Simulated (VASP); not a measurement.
Band structure of YbAg2 (space group I4/mmm). All values below come from PBEsol GGA, VASP's PBE PAW potentials (set 64) (plane waves; VASP).

The 4f electrons are frozen in the core of the lanthanide potential, so 4f levels, which can set the real gap, and their magnetism are missing.

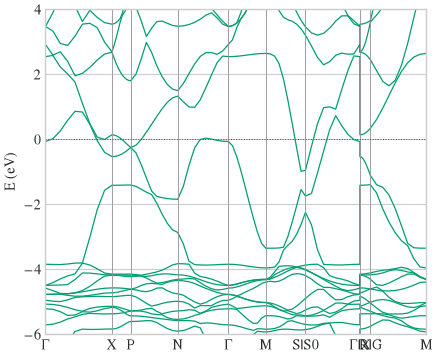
Figure. Bands along high-symmetry lines, zero at the valence-band maximum or, without a gap, the Fermi level

Q: Read the plot: is there a gap, and where are the band edges?

A: It has no gap at this level: it comes out as a metal or semimetal. (Edges off the drawn lines would not show.)

The structure comes from a computed database's YbAg2 entry (I4/mmm); how it stands against other phases isn't given here. It was relaxed first, which changed the volume by -9 %.
